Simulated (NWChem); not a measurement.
# B3LYP/6-31G(d) (spherical functions) run of GeSiH3ClO (SMILES Cl[SiH]1[O][GeH2]1)

Aim: the vertical singlet–triplet gap of GeSiH3ClO at B3LYP/6-31G* (spherical functions), from 2 runs. 

The calculation is run with NWChem 7.3.0.

3 further runs of the same task are left out: 3 that didn't finish. Runs told in other sessions of the task aren't counted.

### Step 1. The structure to begin with

GeSiH3ClO has 7 atoms, charge 0, and is taken as a singlet. As SMILES, `Cl[SiH]1[O][GeH2]1`. The coordinates come from a PBE0-D4/def2-TZVP relaxation.

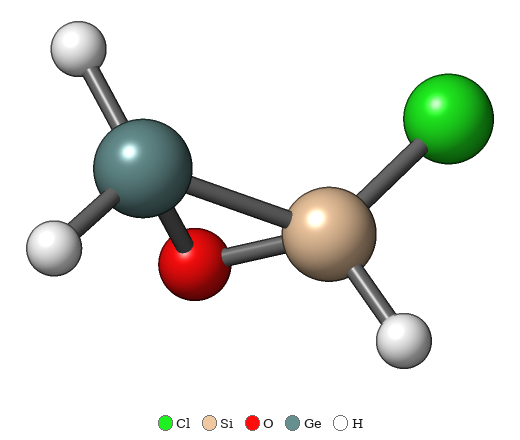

Viewed from a chosen angle; chlorine green, silicon light orange, oxygen red, germanium teal, hydrogen white.

### Step 2. Energy and forces at B3LYP/6-31G(d) (spherical functions)

Input file nw.xyz:

```xyz
7

Cl     0.946700    -2.488800     0.655700
Si    -0.269300    -1.038200    -0.101800
O      0.399800     0.013200    -1.157400
Ge     0.044800     1.152900     0.326900
H     -1.538000    -1.691900    -0.484400
H     -0.900200     2.274100    -0.128200
H      1.377500     1.710600     0.843500
```

Input file nw.nw:

```
start nw
memory 2200 mb

geometry units angstroms noautosym nocenter noautoz
   load format xyz nw.xyz
end

basis "ao basis" spherical bse
   * library 6-31G*
end

dft
   xc b3lyp
   grid xfine
   convergence energy 1e-08
   iterations 100
   mulliken
   print medium
end

task dft gradient
```

Run with:

```sh
$ nwchem nw.nw > nw.out
```

The program printed:

```text
[...]
          Wavefunction type:  closed shell.
          No. of atoms     :     7
          No. of electrons :    74
[...]
          Charge           :     0
          Spin multiplicity:     1
[...]
          AO basis - number of functions:    88
[...]
              XC Information
              --------------
                         B3LYP Method XC Potential
                     Hartree-Fock (Exact) Exchange  0.200
                        Slater Exchange Functional  0.800 local
                    Becke 1988 Exchange Functional  0.720 non-local
              Lee-Yang-Parr Correlation Functional  0.810
                  VWN I RPA Correlation Functional  0.190 local
[...]
 d= 0,ls=0.0,diis     1  -2903.4059148900 -3.33D+03  2.64D-02  9.27D-01     9.6
[...]
 d= 0,ls=0.0,diis    11  -2903.5241963701 -4.12D-10  1.92D-07  1.35D-10    82.6
         Total DFT energy =    -2903.524196370097
      One electron energy =    -4877.945710864429
           Coulomb energy =     1690.157075612890
    Exchange-Corr. energy =     -138.073751142897
 Nuclear repulsion energy =      422.338190024339
[...]
      Total Density - Mulliken Population Analysis
     ---------------------------------------------
    Atom       Charge   Shell Charges
 -----------   ------   -------------------------------------------------------
    1 Cl  17    17.22   2.00  2.00  5.97  1.41  3.65  0.54  1.63  0.02
    2 Si  14    13.32   2.00  2.00  5.96  0.98  1.70  0.17  0.22  0.29
    3 O    8     8.56   2.00  0.91  2.86  0.98  1.80  0.02
    4 Ge  32    31.97   2.00  2.00  6.00  2.00  5.99  1.32  2.06  0.13  0.31  6.85  2.94  0.37
    5 H    1     1.05   0.51  0.54
    6 H    1     0.95   0.48  0.46
    7 H    1     0.94   0.48  0.46
[...]
  wavefunction    = closed shell
                         DFT ENERGY GRADIENTS
    atom               coordinates                        gradient
                 x          y          z           x          y          z
   1 Cl      1.789004  -4.703150   1.239093   -0.005889   0.007758  -0.004187
   2 Si     -0.508903  -1.961914  -0.192374    0.010745   0.006512  -0.002489
   3 O       0.755512   0.024944  -2.187169   -0.006623  -0.002664   0.015868
   4 Ge      0.084660   2.178665   0.617751    0.002309  -0.007445  -0.009517
   5 H      -2.906399  -3.197227  -0.915383    0.000708   0.000517  -0.000072
   6 H      -1.701131   4.297426  -0.242263    0.002035  -0.003044   0.001401
   7 H       2.603098   3.232565   1.593984   -0.003285  -0.001634  -0.001004
[...]
```

It took 2 min on 1 thread of Intel Xeon Platinum 8259CL at 2.50GHz (Skylake/Cascade Lake), shared host; peak memory 0.14 GiB.

### Step 3. The triplet: a single-point energy at UB3LYP/6-31G(d) (spherical functions)

Input file nw.nw:

```
start nw
title "ClGeH3OSi"
memory stack 880 mb heap 220 mb global 1100 mb
geometry noautosym nocenter noautoz
  Cl       0.946700      -2.488800       0.655700
  Si      -0.269300      -1.038200      -0.101800
  O        0.399800       0.013200      -1.157400
  Ge       0.044800       1.152900       0.326900
  H       -1.538000      -1.691900      -0.484400
  H       -0.900200       2.274100      -0.128200
  H        1.377500       1.710600       0.843500
end
basis "ao basis" spherical bse
  Cl library 6-31G*
  Si library 6-31G*
  O library 6-31G*
  Ge library 6-31G*
  H library 6-31G*
end
dft
  xc b3lyp
  mult 3
  grid xfine
  convergence energy 1e-08
  maxiter 100
  mulliken
  print medium
end
task dft energy
```

Run with:

```sh
$ nwchem nw.nw > nw.out
```

The program printed:

```text
[...]
          Wavefunction type:  spin polarized.
          No. of atoms     :     7
          No. of electrons :    74
[...]
          Charge           :     0
          Spin multiplicity:     3
[...]
          AO basis - number of functions:    88
[...]
              XC Information
              --------------
                         B3LYP Method XC Potential
                     Hartree-Fock (Exact) Exchange  0.200
                        Slater Exchange Functional  0.800 local
                    Becke 1988 Exchange Functional  0.720 non-local
              Lee-Yang-Parr Correlation Functional  0.810
                  VWN I RPA Correlation Functional  0.190 local
[...]
 d= 0,ls=0.0,diis     1  -2903.2437380718 -3.33D+03  2.72D-02  2.36D-01    13.2
[...]
 d= 0,ls=0.0,diis    13  -2903.3900470468 -9.68D-09  1.51D-06  3.09D-09   108.8
[...]
         Total DFT energy =    -2903.390047046807
      One electron energy =    -4877.003138335785
           Coulomb energy =     1689.348681792786
    Exchange-Corr. energy =     -138.073780528148
 Nuclear repulsion energy =      422.338190024339
[...]
      Total Density - Mulliken Population Analysis
     ---------------------------------------------
    Atom       Charge   Shell Charges
 -----------   ------   -------------------------------------------------------
    1 Cl  17    17.20   2.00  2.00  5.97  1.41  3.64  0.54  1.62  0.02
    2 Si  14    13.42   2.00  2.00  5.96  1.04  1.69  0.21  0.24  0.28
    3 O    8     8.48   2.00  0.93  2.83  0.97  1.73  0.02
    4 Ge  32    32.00   2.00  2.00  6.00  2.00  5.99  1.35  2.00  0.10  0.38  6.85  2.94  0.39
    5 H    1     1.04   0.50  0.54
    6 H    1     0.94   0.48  0.46
    7 H    1     0.93   0.48  0.45
[...]
      <S2> =      2.0043 (Exact =     2.0000)
[...]
```

It took 1.8 min on 1 thread of Intel Xeon Platinum 8259CL at 2.50GHz (Skylake/Cascade Lake), shared host; peak memory 0.14 GiB.

### Step 4. What came out

Level: B3LYP/6-31G* (spherical functions).

| quantity | value |
| --- | --- |
| singlet: total energy | -2903.52420 Eh |
| singlet: dipole moment | 2.22 D |
| singlet: HOMO energy | -6.93 eV |
| singlet: LUMO energy | -1.50 eV |
| singlet: HOMO–LUMO gap | 5.43 eV |
| singlet: largest force on an atom | 0.895 eV/Å |
| triplet: total energy | -2903.39005 Eh |
| triplet: dipole moment | 1.28 D |
| triplet: HOMO energy (highest over α and β) | -3.46 eV |
| triplet: ⟨S²⟩ | 2.004 |
| vertical energy of the triplet above the singlet | 3.650 eV |

What this shows: At this shape the triplet lies 3.65 eV (352 kJ/mol) above the singlet. The largest force (singlet) is 0.89 eV/Å: the shape isn't a stationary point for this species at this level. Mulliken charges (singlet) run from -0.56 on O3 to +0.68 on Si2.
